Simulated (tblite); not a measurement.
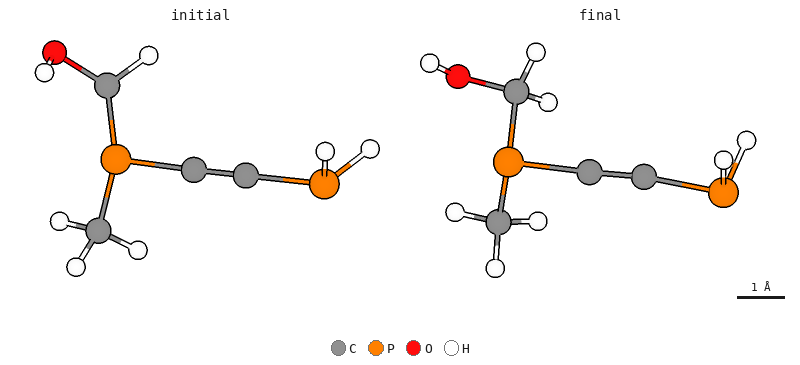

The structure of C4H8OP2 before (left) and after (right) a relaxation, at one scale.

The picture is a ball-and-stick view, seen at a tilt.

Method: tblite, GFN2-xTB geometry optimisation, gas phase. 

> Summarise the run.

The largest move after the best rigid fit is that of an H atom, 1.07 Å. Largest moves by element: H 1.07 Å, O 0.88 Å, P 0.57 Å, C 0.41 Å. Some distances before and after: H–P 1.477 → 1.401 Å, C–P 1.827 → 1.760 Å, C–P 1.830 → 1.884 Å, C–H 1.138 → 1.089 Å. Bond angles that change, for instance: C–P–C 115.9° → 97.5°, C–P–C 113.4° → 96.2°, C–P–H 109.7° → 95.0°. Groups turn about C–O by about 40°. After 119 geometry steps the energy has fallen by 1.679 eV. Cost: 0.84 s on 1 thread of Intel(R) Xeon(R) Platinum 8375C CPU @ 2.90GHz, on a shared host.
